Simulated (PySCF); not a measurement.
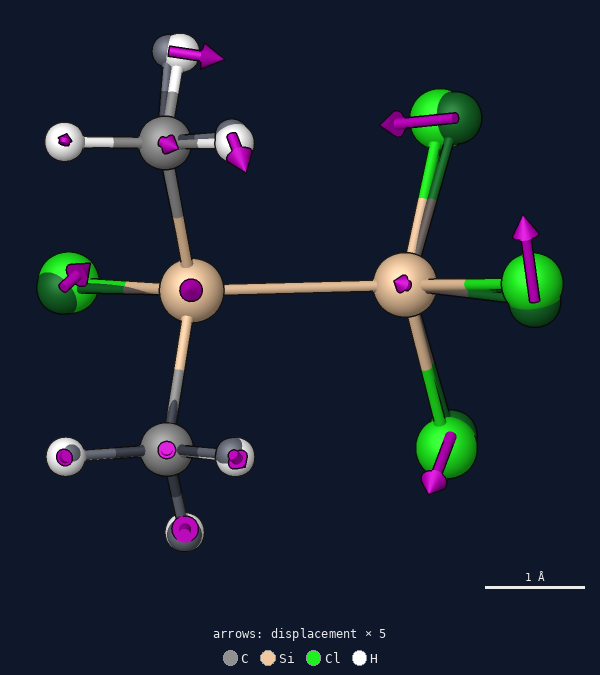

A relaxation of C2H6Cl4Si2. The starting structure is drawn faded, the final one solid; purple arrows show the displacements, 5 times their true length. The two geometries are superimposed by the best rigid fit.

The picture is a ball-and-stick view, seen at a tilt.

The start comes from GFN2-xTB.

Level of theory: PBE0-D3(BJ)/def2-SVP geometry optimisation, gas phase (PySCF 2.14.0, density-fitted response routines). 

Question: Which element moves most?

Answer: Chlorine: up to 0.20 Å, against 0.12 Å for hydrogen.

Question: Describe the change and its energy.

Answer: A Cl atom moves most after the best rigid fit: 0.20 Å. By element the largest moves are Cl 0.20 Å, H 0.12 Å, Si 0.06 Å, C 0.05 Å. Among the contacts that change: Cl–Si 2.030 → 2.081 Å, C–Si 1.906 → 1.864 Å, Cl–Si 2.030 → 2.059 Å, C–H 1.086 → 1.102 Å. Among the angles between lasting bonds that change: Cl–Si–Si 110.7° → 106.2°, C–Si–C 110.8° → 114.2°, Cl–Si–Cl 106.7° → 108.9°. The energy falls by 0.145 eV in 7 geometry steps. The largest force component goes from 1.4 to 0.017 eV/Å. The run took about 110 core-seconds on a shared host.
